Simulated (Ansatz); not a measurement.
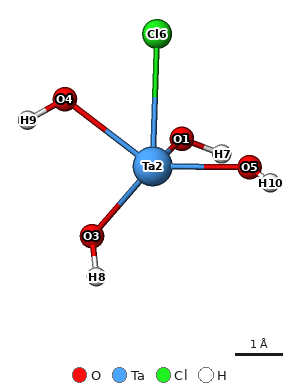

TaH4O4Cl (coarse preliminary run), before the relaxation. Style: ball-and-stick. Shown at a tilt.

The start comes from a force field.

Theory: Ansatz, RKS PBE-D4/def2-SVP.

The input:
```yaml
crystal:
  periodic: [false, false, false]
  atoms:
    - {symbol: O, position_ang: [-1.274500, -0.673100, -1.068500]}
    - {symbol: Ta, position_ang: [0.471200, 0.241500, 0.104300]}
    - {symbol: O, position_ang: [0.648300, -2.142100, 0.609100]}
    - {symbol: O, position_ang: [-0.808200, 0.434400, 2.105300]}
    - {symbol: O, position_ang: [1.014300, 1.390700, -1.654500]}
    - {symbol: Cl, position_ang: [-1.996800, 1.717000, 0.364600]}
    - {symbol: H, position_ang: [-1.168300, -0.803900, -2.031900]}
    - {symbol: H, position_ang: [1.694900, -2.235000, 0.558600]}
    - {symbol: H, position_ang: [-0.305600, 0.112700, 2.888600]}
    - {symbol: H, position_ang: [1.807800, 1.906700, -1.872700]}
basis:
  gaussian: {orbitals: def2-SVP}
hamiltonian: {xc: pbe, dispersion: d4}
relax: {f_tol: 0.03, max_steps: 200}
```

Run as
```bash
ansatz run in.yaml --threads 4 --pin off --events-out ev --progress --plain --max-ram 11315MiB
```

> Predict the outcome.

After 37 accepted moves (44 points after the start) the energy has fallen by 917.4 kJ/mol. Largest force component: 9.1 eV/Å at the start, 0.0091 eV/Å at the end. The line search rejected the trial steps at points 12, 20, 24, 25, 31, 37, 41 of the run. The largest move after the best rigid fit is that of H9, 1.10 Å. By element the largest moves are H 1.10 Å, O 1.01 Å, Cl 0.89 Å, Ta 0.54 Å. Among the contacts that change: Ta2–O3 2.443 → 1.879 Å, Ta2–O4 2.383 → 1.920 Å, Ta2–Cl6 2.887 → 2.461 Å, O1–Ta2 2.293 → 1.920 Å. Bond angles that change, for instance: Ta2–O3–H8 98.5° → 175.8°, O3–Ta2–Cl6 122.8° → 179.0°, O3–Ta2–O5 131.8° → 94.2°. Cost: 90 s on 4 threads of Arm Neoverse V2, on a shared host.

The structure at the end:

```xyz
10

O    -1.2105   -1.0413   -1.0567
Ta    0.0818   -0.1172    0.0219
O     1.2213   -1.5976    0.2214
O    -0.2604    0.0971    1.8987
O     1.4174    0.9751   -0.8259
Cl   -1.3802    1.8410   -0.2664
H    -2.0011   -0.5787   -1.3914
H     1.8544   -2.3262    0.2837
H    -0.8374    0.8133    2.2230
H     1.1979    1.8835   -1.1054
```

After the run, drawn alike:

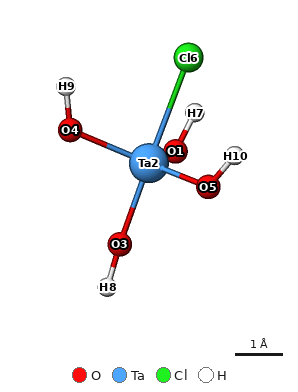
